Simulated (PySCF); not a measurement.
## C₅F₃O: EPR calculation

System: C₅F₃O, multiplicity 2, SMILES O=c1[c]c1C(F)=C(F)F.
Method: UKS B3LYP, pcH-1 on C F O, non-relativistic, mean-field spin-orbit, GIAO (PySCF 2.14.0).

It belongs to a series of runs on one base structure; here: H removed from aryl C.

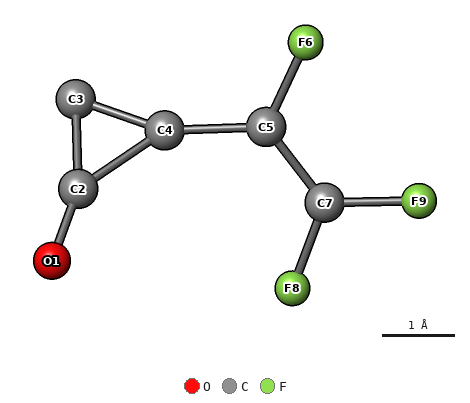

*The input geometry (ball-and-stick view, seen on its broad side; atoms are numbered from 1 in the order of the input).*

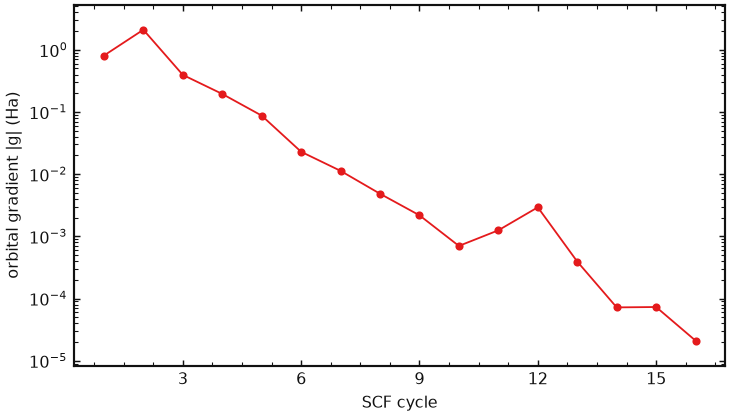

*Convergence of the self-consistent field: orbital gradient |g| against the SCF cycle.*

All cycles printed in the log are drawn one after another.

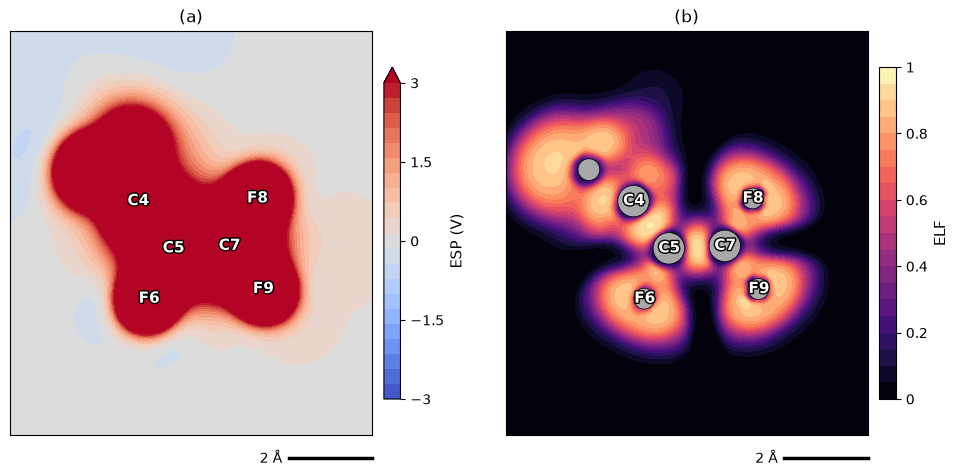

*(a) electrostatic potential; (b) ELF on the plane of atoms F6, C5 and C7. Grey discs, where drawn, cover atomic cores.*

C–C (1.35 Å): the ELF peaks at about 0.95 between the atoms (a double or triple bond). C–C (1.42 Å): the ELF peaks at about 0.95 between the atoms, which marks a covalent bond.

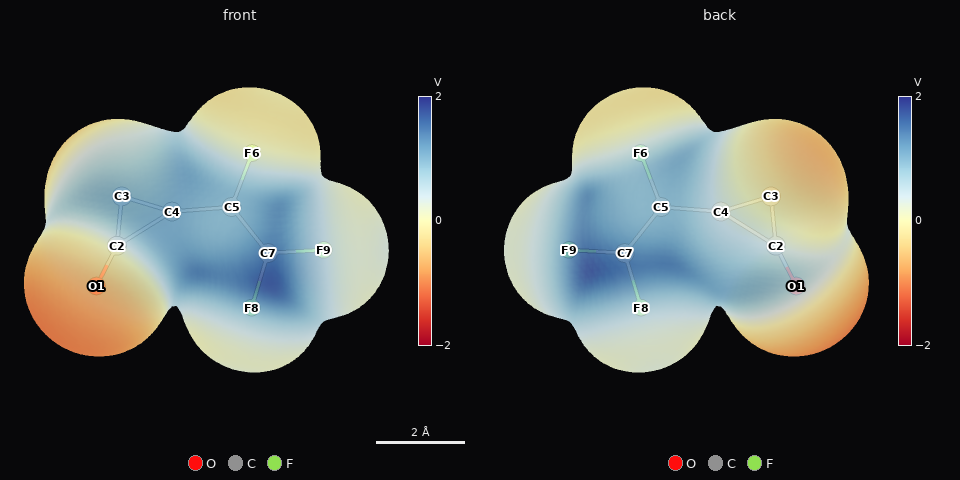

*The molecular electrostatic potential painted on the density surface at 0.002 e/bohr³, seen face on and from behind; the colour scale runs from red (negative) to blue (positive).*

A positive charge is drawn to the negative regions and a negative charge to the positive ones.

The input that produced these results follows, with the program's output.

### Input file
```
{"job": {"kind": "epr", "basis": "pcH-1"}, "charge": 0, "multiplicity": 2}
O      2.540012     0.341695    -1.006815
C      1.953264    -0.351902    -0.261361
C      1.666031    -1.423198     0.615791
C      0.642721    -0.570937     0.423872
C     -0.646435    -0.014304     0.608046
F     -1.126509     0.021881     1.864638
C     -1.399423     0.496230    -0.383273
F     -1.009718     0.510219    -1.643718
F     -2.606381     0.996310    -0.242358
```

The first line tells a small driver script what to run in PySCF; the rest is the geometry in Å.

Launch command:
```bash
OMP_NUM_THREADS=1 python <driver script> task.json out
```

### What the program printed
```
UKS, coarse grid
  cycle   1  E = -564.85244502  |g| = 8.06e-01
  cycle   2  E = -563.07623556  |g| = 2.10e+00
  cycle   3  E = -565.03254165  |g| = 3.95e-01
  cycle   4  E = -565.08615644  |g| = 1.95e-01
  cycle   5  E = -565.09829873  |g| = 8.74e-02
  cycle   6  E = -565.10216126  |g| = 2.29e-02
  cycle   7  E = -565.10237662  |g| = 1.13e-02
  cycle   8  E = -565.10243579  |g| = 4.84e-03
  cycle   9  E = -565.10244869  |g| = 2.18e-03
  cycle  10  E = -565.10245169  |g| = 7.01e-04
UKS, final grid
  cycle   1  E = -565.10238319  |g| = 1.25e-03
  cycle   2  E = -565.10238019  |g| = 2.93e-03
  cycle   3  E = -565.10238391  |g| = 3.93e-04
  cycle   4  E = -565.10238398  |g| = 7.20e-05
  cycle   5  E = -565.10238399  |g| = 7.30e-05
  cycle   6  E = -565.10238400  |g| = 2.10e-05
E = -565.10238400 Eh   <S^2> = 0.7548 (exact 0.7500)
g shifts (ppm)      1          2          3
  rmc          -217       -217       -217
  gc             19         15         18
  oz_so       -1383       -817       3185
  total       -1581      -1019       2986
hyperfine (MHz)  atom isotope    a_iso     a_fc   dipolar eigenvalues
    0   17O     -15.02     -15.02    -66.37     32.33     34.04
    1   13C      -9.82      -9.82    -18.91    -10.40     29.31
    2   13C     188.06     188.06    -47.45    -43.46     90.91
    3   13C       2.17       2.17    -30.26    -23.45     53.70
    4   13C      24.86      24.86     -7.94      0.66      7.28
    5   19F      64.30      64.30    -48.12    -24.35     72.47
    6   13C       8.67       8.67     -8.50     -7.03     15.53
    7   19F      18.09      18.09    -25.41    -17.11     42.52
    8   19F      13.59      13.59    -24.80    -21.41     46.21
```

### Key numbers

| quantity | value |
| --- | --- |
| outcome | converged |
| total energy | −565.102384 hartree |
| ⟨S²⟩ | 0.755 |
| isotropic g | 2.0024 |
| hardware | 1 CPU thread, shared host |
| wall time | 37 s |
| peak memory | 0.88 GiB |
